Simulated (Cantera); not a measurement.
Input: 1 mol Si, 2.7 mol Cl2, a varied amount of NF3, equilibrated at 852 °C and 8.30 mbar.

These are equilibrium values from Cantera (NASA tables, ideal gas, pure condensed phases), not measurements of a reactor. Candidate condensed phases: Si, Si3N4; 24 gas species. The numbers say what is thermodynamically allowed, not how fast it happens.

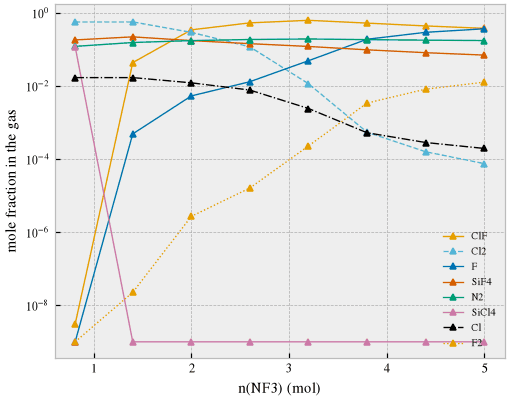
Equilibrium gas composition (values under 1e-9 drawn at 1e-9)

From 0.81 mol NF3 to 5 mol NF3 nothing is condensed. The main Si-bearing gas is SiF4 throughout.
